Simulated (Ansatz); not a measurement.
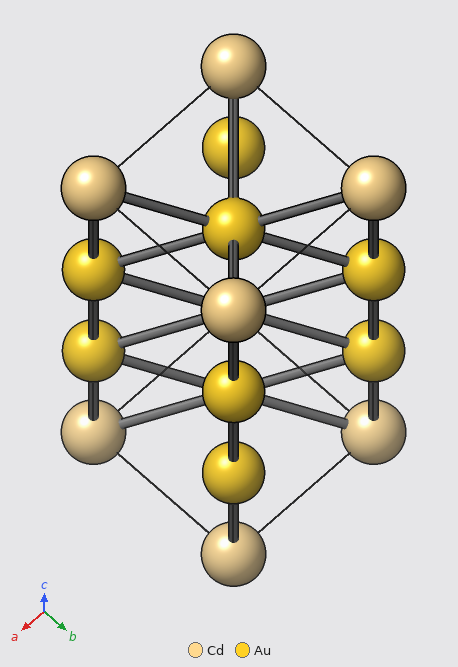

A ball-and-stick rendering, viewed along [111]. Atoms at the boundary of the conventional unit cell (the box) are drawn once for each face, edge or corner they touch.

Size of the cell: a = 3.57 Å, b = 3.57 Å, c = 8.94 Å, α = 90.00°, β = 90.00°, γ = 90.00°.

Treated as bonds: Au–Au up to 3.29 Å, Au–Cd up to 3.29 Å (cut-off distances).

The composition is CdAu2.

**Give the crystal system and centring.**

Body-centred tetragonal.

**How is Cd coordinated?**

Each Cd has ten Au at about 2.9 Å.

**In how many dimensions do the bonds extend?**

The bonds build a three-dimensional framework.

It goes back to a textbook structure type filled with these elements (whether it is the usual form wasn't checked). Atoms and cell were optimised with DFT PBE, scalar-relativistic, plane waves, PAW (Ansatz 0.2.0).
